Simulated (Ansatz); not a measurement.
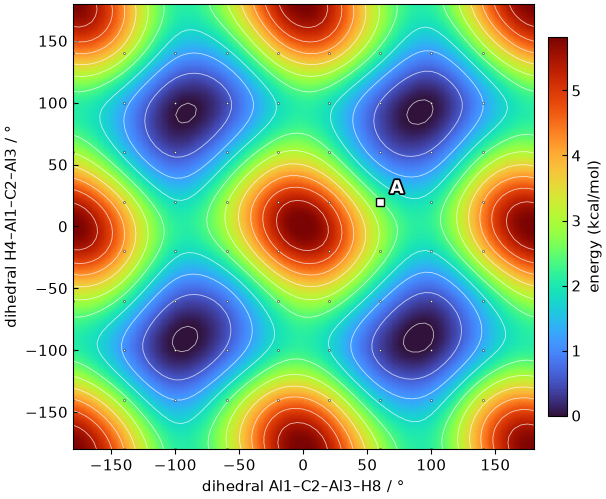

CH6Al2, SMILES [AlH2][CH2][AlH2]. 
- The first coordinate is: dihedral Al1–C2–Al3–H8; the second: dihedral H4–Al1–C2–Al3.
- Nothing is relaxed (all other coordinates rigid).
- The grid has 9 × 9 points; 53 points were computed and 28 follow by symmetry.
- Points are written as (first, second).
- All energies are given in kcal/mol relative to the lowest grid point.
- Level of theory: RKS r2SCAN0-D4/def2-TZVP (Ansatz).

In the figure: a smooth colour map with a few white contour lines, dots at the grid points, the point A. Between grid points the surface is interpolated.

Is A at rest? If not, where is it pushed?

A, at (60°, 20°), is not a stationary point. The computed force is 0.047 kcal/mol for each degree towards larger values of dihedral Al1–C2–Al3–H8 and 0.034 kcal/mol for each degree towards larger values of dihedral H4–Al1–C2–Al3.
